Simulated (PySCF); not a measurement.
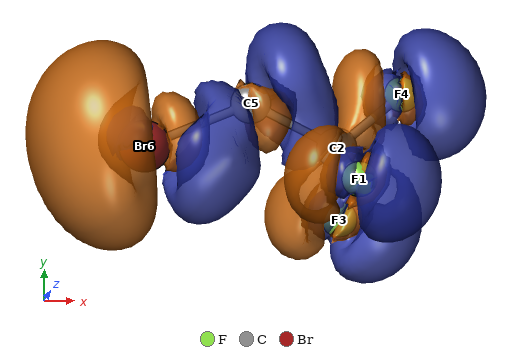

*C₂BrF₃, triplet, SMILES `FC(F)(F)[C]Br`. Change of the electron density in a uniform field of 0.41 V/Å, surfaces at ±0.002 e/Å³ (orange: gain, blue: loss).*

Level of theory: PBE0/aug-cc-pVDZ (PySCF), at a geometry from GFN2-xTB. No frequency check shows the geometry to be a minimum. The stability of the open-shell solution wasn't checked. GFN2-xTB bond lengths at metals and heavier atoms can be off by up to 0.1 Å and shapes distorted, which carries into these values. This spin state may not be the molecule's ground state. GFN2-xTB doesn't know the spin state, so this open-shell geometry is rough.

Coordinates in Å:

```
F1       1.5089   -0.6463    1.1329
C2       1.3243    0.0624   -0.0049
F3       1.5080   -0.8264   -1.0101
F4       2.3284    0.9352   -0.0785
C5       0.0210    0.7237   -0.0599
Br6     -1.6051    0.0034   -0.0003
```

The field was applied in both directions; the picture shows the one opposite to the script's first.

Question: Along which Cartesian direction does the field point?

Answer: Along +x: electrons gather on the −x side, against the field.

Question: What dipole is induced, and what polarisability does it imply?

Answer: The induced dipole is 1.27 D (along the field); α along this axis, from the fields in both directions, is 62 bohr³ (9.2 Å³).
